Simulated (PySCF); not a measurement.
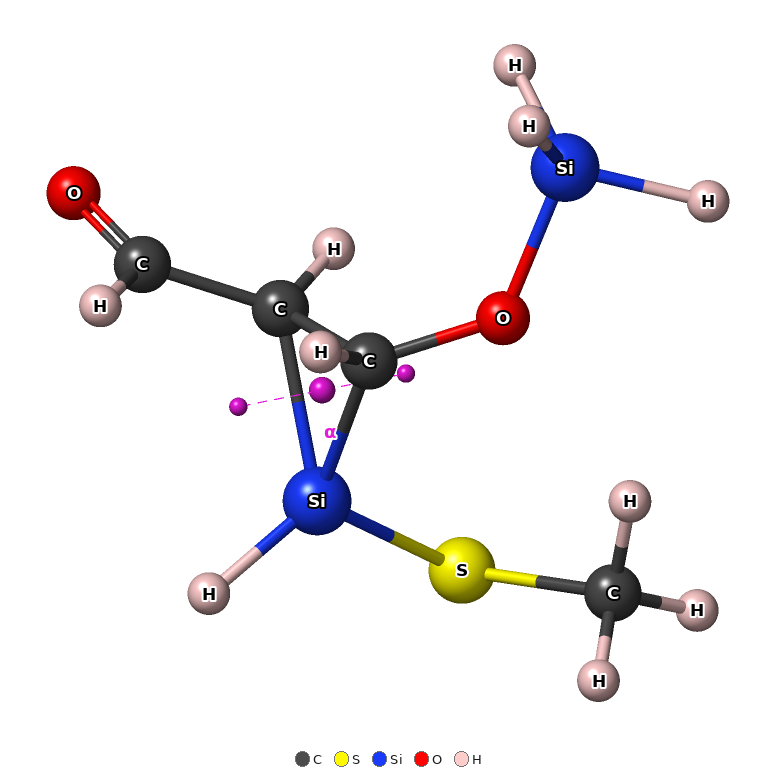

The small points mark where nucleus-independent chemical shifts (NICS) were computed: at the centre of each lettered ring and 1 Å above and below it. The computed structure is the end point of a GFN2-xTB optimisation. No frequency run is at hand to confirm it as a minimum. Method: GIAO PBE0/pcSseg-1 NMR shielding, non-relativistic, gas phase (PySCF 2.14.0).

Give NICS(0), NICS(1) and the out-of-plane component NICS(1)zz for each ring (means of the two sides).

| ring | members | NICS(0) | NICS(1) | NICS(1)zz |
| --- | --- | --- | --- | --- |
| α | C2Si | −21.1 | −6.5 | −14.0 |

Values in ppm.

The geometry is semi-empirical. Around Si such bond lengths and angles can be off by a tenth of an ångström or more and by several degrees, and values that hang on the shape move with them.
